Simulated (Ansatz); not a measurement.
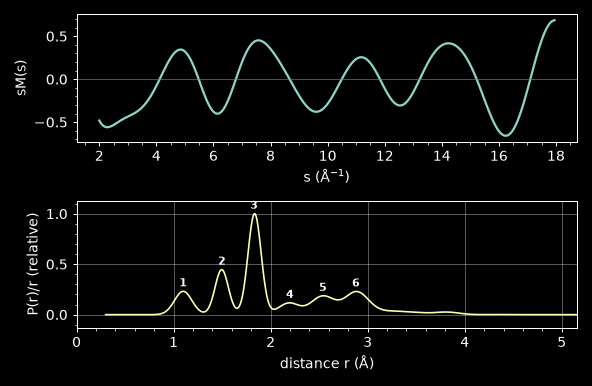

Simulated gas electron diffraction: reduced molecular intensity sM(s) from the Debye equation in the first Born approximation (top) and the radial distribution curve (bottom) of C3H6S. Each pair of atoms contributes with weight ZᵢZⱼ/r; damping constant 0.001 Å²; vibrational amplitudes assumed, not computed: 0.05 Å for bonds, 0.078 Å for bonds to H, 0.06 + 0.015 r up to 0.15 Å for other pairs. The geometry is the end point of an optimisation (RKS B3LYP-D4/def2-SVP in Ansatz 0.2.0); it may be a saddle point or a higher isomer.

### Assign the numbered peaks of the radial distribution curve (– bonded, ··· not bonded).

Peak 1, 1.10 Å: C–H 1.10 Å (×6)
Peak 2, 1.50 Å: C–C 1.48–1.51 Å (×2)
Peak 3, 1.83 Å: S–C 1.83–1.84 Å (×2)
Peak 4, 2.20 Å: C···H 2.16–2.23 Å (×7), not resolved
Peak 5, 2.54 Å: S···H 2.48–2.51 Å (×3), C···C 2.60 Å, not resolved
Peak 6, 2.88 Å: C···H 2.76–3.08 Å (×3), S···C 2.88 Å, S···H 2.99 Å, not resolved; in its flanks S···H 3.28 Å
